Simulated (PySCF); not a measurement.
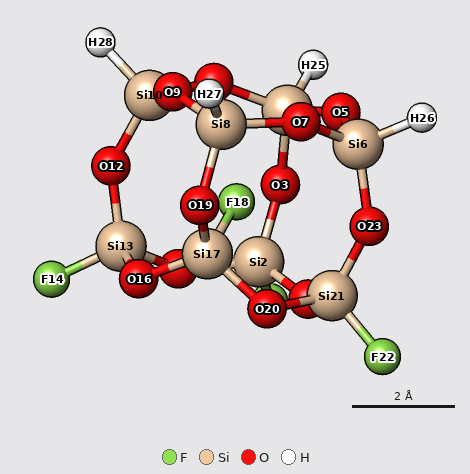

Fig. 1: The structure as given in the input (ball-and-stick view, seen at a tilt; atoms are numbered from 1 in the order of the input). Bond lengths as drawn: F–Si 1.58 to 1.62 Å, H–Si 1.44 Å and O–Si 1.59 to 1.66 Å.

# NMR shielding calculation, with input and output: Si$_{8}$H$_{4}$O$_{12}$F$_{4}$

The run: NMR shielding calculation of Si$_{8}$H$_{4}$O$_{12}$F$_{4}$. Method and program: GIAO KT3/pcSseg-1 NMR shielding, non-relativistic, gas phase (PySCF 2.14.0).

The geometry comes from this level: GFN2-xTB. Figures and captions count atoms from 1; the log counts them from 0 in places.

**What the program printed**
```
start: PBE on a coarse grid of 30976 points
cycle   1  E = -3617.4980849271  dE =  6.029e+00  |g| = 2.866e+00  |ddm| = 6.589e+00
cycle   2  E = -3614.2991272830  dE =  3.199e+00  |g| = 5.074e+00  |ddm| = 5.449e+00
cycle   3  E = -3618.8007203107  dE = -4.502e+00  |g| = 4.250e-01  |ddm| = 4.104e+00
cycle   4  E = -3618.8234148657  dE = -2.269e-02  |g| = 2.338e-01  |ddm| = 4.124e-01
cycle   5  E = -3618.8310122827  dE = -7.597e-03  |g| = 3.648e-02  |ddm| = 1.337e-01
cycle   6  E = -3618.8312265248  dE = -2.142e-04  |g| = 1.906e-02  |ddm| = 4.586e-02
cycle   7  E = -3618.8312866700  dE = -6.015e-05  |g| = 4.404e-03  |ddm| = 1.351e-02
final grid: 267707 points
cycle   8  E = -3656.3901321438  dE = -5.866e-02  |g| = 5.570e-01  |ddm| = 8.210e-01
cycle   9  E = -3656.3423680355  dE =  4.776e-02  |g| = 7.341e-01  |ddm| = 7.432e-01
cycle  10  E = -3656.4244856813  dE = -8.212e-02  |g| = 1.343e-01  |ddm| = 5.301e-01
cycle  11  E = -3656.4267413656  dE = -2.256e-03  |g| = 3.515e-02  |ddm| = 1.052e-01
cycle  12  E = -3656.4269554117  dE = -2.140e-04  |g| = 3.108e-03  |ddm| = 2.364e-02
cycle  13  E = -3656.4269533147  dE =  2.097e-06  |g| = 1.245e-03  |ddm| = 4.503e-03
cycle  14  E = -3656.4269562413  dE = -2.927e-06  |g| = 6.113e-04  |ddm| = 1.304e-03
cycle  15  E = -3656.4269556654  dE =  5.759e-07  |g| = 8.624e-05  |ddm| = 4.430e-04
converged SCF energy = -3656.4269556654

GIAO shielding tensors (ppm)
atom      isotropic    diamagn.    paramagn.     s11        s22        s33       span
  0 F      330.398     466.980    -136.582    288.611    289.860    412.722    124.111
  1 Si     473.259     891.635    -418.376    465.706    473.614    480.455     14.749
  2 O      229.292     411.914    -182.622    199.383    206.274    282.219     82.836
  3 Si     451.110     892.072    -440.962    443.620    445.865    463.846     20.226
  4 O      216.843     412.043    -195.200    175.826    201.966    272.737     96.911
  5 Si     451.145     891.266    -440.121    440.514    450.197    462.724     22.210
  6 O      210.870     411.665    -200.794    169.290    196.125    267.196     97.906
  7 Si     441.022     891.942    -450.920    425.318    437.279    460.470     35.153
  8 O      210.841     411.662    -200.821    169.252    196.103    267.169     97.917
  9 Si     451.120     891.275    -440.155    440.502    450.171    462.688     22.185
 10 O      216.794     412.027    -195.233    175.768    201.931    272.683     96.915
 11 O      223.614     411.226    -187.613    192.414    200.206    278.220     85.806
 12 Si     467.252     892.110    -424.858    452.155    469.407    480.193     28.038
 13 F      330.826     466.599    -135.773    288.444    290.293    413.742    125.298
 14 O      239.337     410.638    -171.301    204.694    228.911    284.405     79.712
 15 O      228.912     407.027    -178.115    201.899    228.686    256.151     54.252
 16 Si     447.202     903.690    -456.488    375.688    477.676    488.241    112.553
 17 F      246.970     518.975    -272.006    240.128    240.822    259.958     19.830
 18 O      213.771     408.429    -194.658    193.837    194.527    252.950     59.113
 19 O      228.904     407.028    -178.124    201.884    228.693    256.133     54.249
 20 Si     467.239     892.105    -424.867    452.117    469.416    480.183     28.066
 21 F      330.858     466.612    -135.754    288.426    290.374    413.773    125.347
 22 O      223.662     411.235    -187.573    192.461    200.237    278.287     85.826
 23 O      239.309     410.629    -171.321    204.669    228.877    284.380     79.712
 24 H       27.648      29.783      -2.135     23.386     23.505     36.053     12.667
 25 H       27.632      29.350      -1.717     23.230     23.586     36.081     12.851
 26 H       27.520      29.118      -1.598     23.071     23.271     36.219     13.148
 27 H       27.631      29.349      -1.718     23.230     23.585     36.079     12.849
```

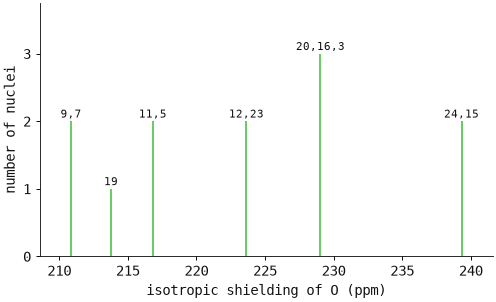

Fig. 2: Isotropic shieldings of the oxygen nuclei in this fixed geometry, labelled by atom number; shielding grows to the right, so chemical shift grows to the left. The least shielded is O9 (210.8 ppm), the most shielded O15 (239.3 ppm).

The run was set up as follows.

**Input file**
```
{"job": {"kind": "nmr", "xc": "KT3", "basis": "pcSseg-1", "pop": false}, "charge": 0, "multiplicity": 1}
F      0.523568     2.885340    -2.963047
Si     0.301076     1.828395    -1.801050
O      0.838100     0.414312    -2.330989
Si     1.039054    -1.154014    -1.936158
O     -0.391098    -1.864931    -1.645485
Si    -1.708490    -1.885839    -0.706494
O     -1.306372    -2.250956     0.833042
Si    -0.437322    -1.798618     2.123729
O      1.149791    -1.687070     1.816275
Si     2.288502    -0.969086     0.892444
O      2.044559    -1.307414    -0.670897
O      2.408241     0.651099     1.109392
Si     1.606424     2.031979     0.951052
F      2.510482     3.209936     1.495195
O      1.185848     2.386111    -0.563325
O      0.272102     2.014993     1.896031
Si    -0.829641     0.903313     1.555231
F     -0.149766     0.160335     0.282022
O     -0.970037    -0.297393     2.593346
O     -2.189884     1.451090     0.910597
Si    -2.439586     1.103963    -0.667790
F     -3.831180     1.755584    -1.042037
O     -2.542663    -0.484534    -0.870391
O     -1.301252     1.814898    -1.559235
H      1.642267    -1.799343    -3.074046
H     -2.600492    -2.920520    -1.160762
H     -0.683854    -2.667714     3.238727
H      3.559082    -1.507502     1.303151
```

The first line tells a small driver script what to run in PySCF; the rest is the geometry in Å.

Launched with:
```bash
OMP_NUM_THREADS=2 python <driver script> task.json out
```

**Key numbers**

```json
{"quantity": "outcome", "value": "converged"}
{"quantity": "total energy", "value": "−3656.426956 hartree"}
{"quantity": "HOMO", "value": "−8.27 eV"}
{"quantity": "LUMO", "value": "−1.47 eV"}
{"quantity": "dipole moment", "value": "3.74 D"}
{"quantity": "isotropic shielding, F", "value": "247.0 to 330.9 ppm"}
{"quantity": "isotropic shielding, Si", "value": "441.0 to 473.3 ppm"}
{"quantity": "isotropic shielding, O", "value": "210.8 to 239.3 ppm"}
{"quantity": "isotropic shielding, H", "value": "27.5 to 27.6 ppm"}
{"quantity": "hardware", "value": "2 CPU threads, shared host"}
{"quantity": "wall time", "value": "52 s (CPU time 98 s)"}
{"quantity": "peak memory", "value": "1.2 GiB"}
```
